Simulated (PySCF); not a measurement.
# Si2H5SeO (SMILES O[SiH2][Se][SiH2]) at 3 levels

We compute a comparison of 3 runs (CIS/pc-0, CIS/pc-1, CIS/aug-pc-1) of Si2H5SeO. Input form: a Python script.

The calculation is run with PySCF 2.14.0.

## (1) Starting point

The species is Si2H5SeO (9 atoms), meant as a doublet with charge 0. As SMILES, `O[SiH2][Se][SiH2]`. The shape comes from GFN2-xTB, which is rough for such elements, and wasn't checked as a minimum. This is one conformer, not always the lowest.

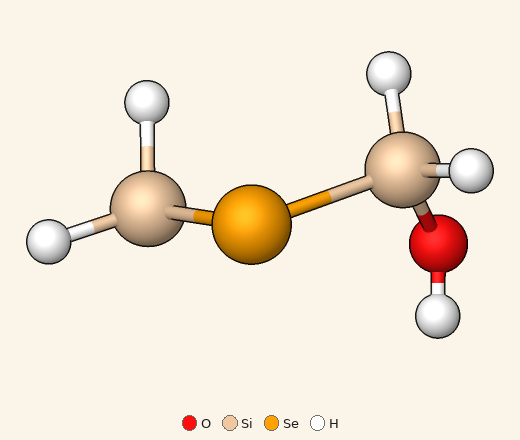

The structure, seen from a chosen angle (oxygen red, silicon light orange, selenium orange, hydrogen white).

## (2) The excited states at CIS/pc-0 (run 1)

Contents of mol.xyz:

```xyz
9
H5OSeSi2
O     -0.760060     1.145010    -1.517310
Si     0.579390     1.130930    -0.611230
Se     1.128300    -1.024070    -0.030910
Si    -0.709220    -1.607600     1.202150
H     -0.887870     0.553380    -2.255690
H      0.171460     1.877590     0.563410
H      1.757590     1.604860    -1.321550
H     -0.452110    -2.979990     1.626500
H     -0.827470    -0.700110     2.344630
```

Contents of job.py:

```python
# O[SiH2][Se][SiH2]
from pyscf import gto, scf, tdscf

system = gto.M(
    atom='mol.xyz',
    spin=1,
    verbose=3,
    max_memory=1860,
    basis='pc-0',
)

myscf = scf.UHF(system)
myscf.conv_tol = 1e-10
myscf.kernel()
if not myscf.converged:
    myscf = myscf.newton().run(myscf.mo_coeff, myscf.mo_occ)

e_tot = myscf.e_tot
print('E = %.10f Eh' % e_tot)

td = tdscf.TDA(myscf)
td.nstates = 3
td.kernel()
td.analyze()
roots = td.e * 27.211386
osc = td.oscillator_strength()
print('state   eV      nm      f')
for i, (w, f) in enumerate(zip(roots, osc), 1):
    print('%3d %9.4f %8.1f %9.5f' % (i, w, 1239.842 / w, f))
```

Run with:

```console
$ OMP_NUM_THREADS=1 python job.py
```

Output:

```text
converged SCF energy = -3053.12716258368  <S^2> = 0.75440344  2S+1 = 2.0043986
E = -3053.1271625837 Eh
Excitation energies (eV)
[4.09717477 5.16036023 5.35034443]

** Excitation energies and oscillator strengths **
state   eV      nm      f
  1    4.0972    302.6   0.03276
  2    5.1604    240.3   0.02522
  3    5.3503    231.7   0.03571
```

It took 7.5 s on 1 thread of Arm Neoverse V1, shared host; peak memory 0.15 GiB.

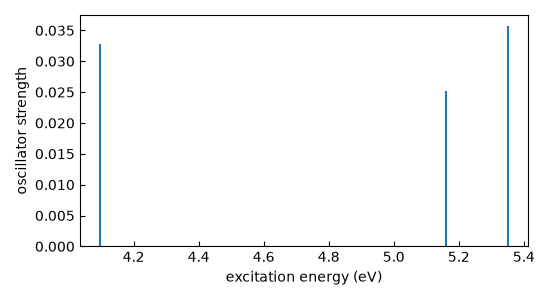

Vertical excitations as sticks.

The roots found:

```csv
excited state,energy (eV),strength
1,4.097,0.0328
2,5.160,0.0252
3,5.350,0.0357
```

## (3) The excited states at CIS/pc-1 (run 2)

Contents of input.py:

```python
from pyscf import gto, scf, tdscf

mol = gto.M(
    atom='''
O       -0.760060       1.145010      -1.517310
Si       0.579390       1.130930      -0.611230
Se       1.128300      -1.024070      -0.030910
Si      -0.709220      -1.607600       1.202150
H       -0.887870       0.553380      -2.255690
H        0.171460       1.877590       0.563410
H        1.757590       1.604860      -1.321550
H       -0.452110      -2.979990       1.626500
H       -0.827470      -0.700110       2.344630
''',
    basis='pc-1',
    max_memory=1860,
    verbose=3,
    spin=1,
)

mf = scf.UHF(mol)
mf.conv_tol = 1e-10
mf.kernel()
if not mf.converged:
    mf = mf.newton().run(mf.mo_coeff, mf.mo_occ)

e_final = mf.e_tot
print('E = %.10f Eh' % e_final)

td = mf.TDA()
td.nstates = 3
td.kernel()
td.analyze()
roots = td.e * 27.211386
osc = td.oscillator_strength()
print('state   eV      nm      f')
for i, (w, f) in enumerate(zip(roots, osc), 1):
    print('%3d %9.4f %8.1f %9.5f' % (i, w, 1239.842 / w, f))
```

Run with:

```console
$ OMP_NUM_THREADS=1 python input.py
```

Output:

```text
converged SCF energy = -3055.38138744991  <S^2> = 0.75519723  2S+1 = 2.0051905
E = -3055.3813874499 Eh
Excitation energies (eV)
[4.77191305 5.08279674 5.71668154]

** Excitation energies and oscillator strengths **
state   eV      nm      f
  1    4.7719    259.8   0.00984
  2    5.0828    243.9   0.08330
  3    5.7167    216.9   0.02304
```

Wall time 42 s (1 thread of Arm Neoverse V1, shared host); peak memory 0.29 GiB.

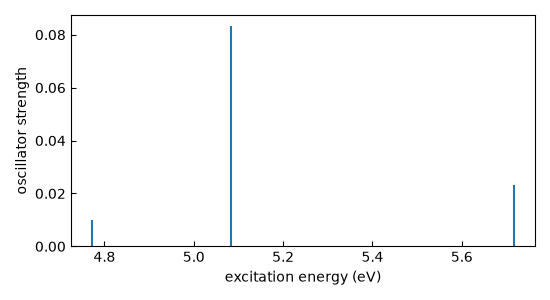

Vertical excitations as sticks.

The roots found:

```csv
excited state,energy (eV),strength
1,4.772,0.0098
2,5.083,0.0833
3,5.717,0.0230
```

## (4) The excited states at CIS/aug-pc-1 (run 3)

Contents of input.py:

```python
# O[SiH2][Se][SiH2]
from pyscf import gto, tdscf

mol = gto.Mole()
mol.atom = [
    ('O', (-0.760060, 1.145010, -1.517310)),
    ('Si', (0.579390, 1.130930, -0.611230)),
    ('Se', (1.128300, -1.024070, -0.030910)),
    ('Si', (-0.709220, -1.607600, 1.202150)),
    ('H', (-0.887870, 0.553380, -2.255690)),
    ('H', (0.171460, 1.877590, 0.563410)),
    ('H', (1.757590, 1.604860, -1.321550)),
    ('H', (-0.452110, -2.979990, 1.626500)),
    ('H', (-0.827470, -0.700110, 2.344630)),
]
mol.charge = 0
mol.basis = 'aug-pc-1'
mol.verbose = 4
mol.spin = 1
mol.max_memory = 1860
mol.build()

mf = mol.UHF()
mf.conv_tol = 1e-10
mf.kernel()
if not mf.converged:
    mf = mf.newton().run(mf.mo_coeff, mf.mo_occ)

energy = mf.e_tot
print('E = %.10f Eh' % energy)

td = mf.TDA()
td.nstates = 3
td.kernel()
td.analyze()
roots = td.e * 27.211386
osc = td.oscillator_strength()
print('state   eV      nm      f')
for i, (w, f) in enumerate(zip(roots, osc), 1):
    print('%3d %9.4f %8.1f %9.5f' % (i, w, 1239.842 / w, f))
```

Run with:

```console
$ OMP_NUM_THREADS=1 python input.py
```

Output:

```text
PySCF version 2.14.0

[... 101 lines left out ...]
converged SCF energy = -3055.39875003391  <S^2> = 0.75584948  2S+1 = 2.005841
[... 57 lines left out ...]
** Transition electric dipole moments (AU) **
state          X           Y           Z        Dip. S.      Osc.
  1        -0.0833     -0.0815      0.0038      0.0136      0.0016
  2        -0.7570     -0.3811      0.2952      0.8055      0.0962
  3        -0.1830     -0.1928     -0.2094      0.1145      0.0159

** Transition velocity dipole moments (imaginary part, AU) **
state          X           Y           Z        Dip. S.      Osc.
  1         0.0292     -0.0091     -0.0080      0.0010      0.0039
  2        -0.1116     -0.0651      0.0154      0.0169      0.0630
  3        -0.0424     -0.0321     -0.0399      0.0044      0.0142

** Transition magnetic dipole moments (imaginary part, AU) **
state          X           Y           Z
  1        -0.0399      0.4299      0.0112
  2         0.1088     -0.3450      0.0376
  3        -0.2319      0.7922     -0.3326
state   eV      nm      f
  1    4.7008    263.8   0.00157
  2    4.8733    254.4   0.09618
  3    5.6569    219.2   0.01587
```

Wall time 5 min (1 thread of Arm Neoverse V1, shared host); peak memory 0.89 GiB.

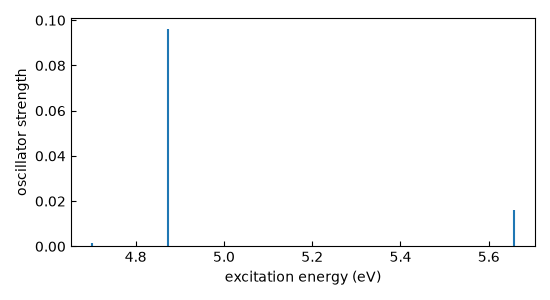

Vertical excitations as sticks.

The roots found:

```csv
excited state,energy (eV),strength
1,4.701,0.0016
2,4.873,0.0962
3,5.657,0.0159
```

## (5) All runs side by side

```csv
run,level,energy (Eh),dipole moment (D) of the reference,HOMO energy (eV),LUMO energy (eV),wall time
1,CIS/pc-0,-3053.127163,1.14,-7.98,1.20,7.5 s
2,CIS/pc-1,-3055.381387,1.18,-8.60,0.89,42 s
3,CIS/aug-pc-1,-3055.398750,0.86,-8.59,0.58,5 min
```

## (6) Results

| quantity | value |
| --- | --- |
| run 3: ground-state or mean-field energy | -3055.39875 Eh |
| run 3: dipole moment (Hartree–Fock density) | 0.86 D |
| run 3: HOMO energy (Hartree–Fock orbitals) (highest over α and β) | -8.59 eV |
| run 3: LUMO energy (Hartree–Fock orbitals) (lowest over α and β) | 0.58 eV |
| run 3: ⟨S²⟩ of the reference determinant | 0.756 |
| run 3: lowest excitation energy | 4.70 eV |

In words: Over the runs the total energy spans 61.813 eV. All runs together took 5.8 min, the longest 5 min.
